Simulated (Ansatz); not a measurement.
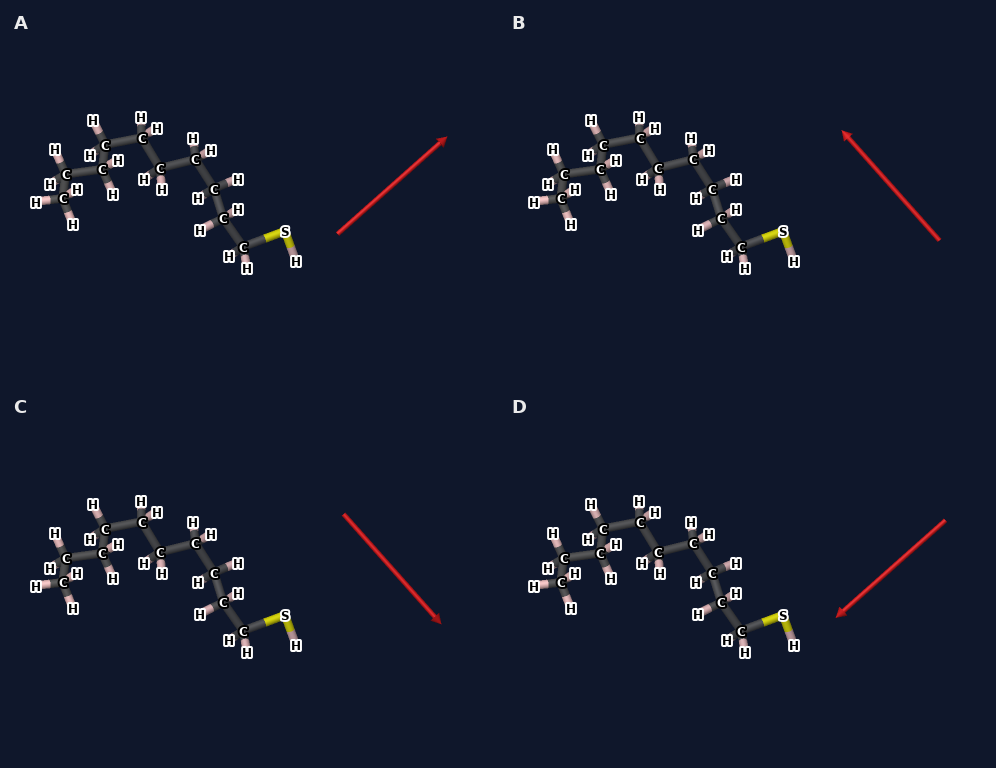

The same molecule four times, each with an arrow. The geometry was computed by an optimisation with PBE-D4/def2-SVP. No frequency run is at hand to confirm it as a minimum. Properties computed with RKS PBE-D4/def2-SVP (Ansatz 0.2.0).

Question: Which arrow points along the dipole moment, from the negative to the positive end?

Answer: D. The dipole moment is 1.45 D.
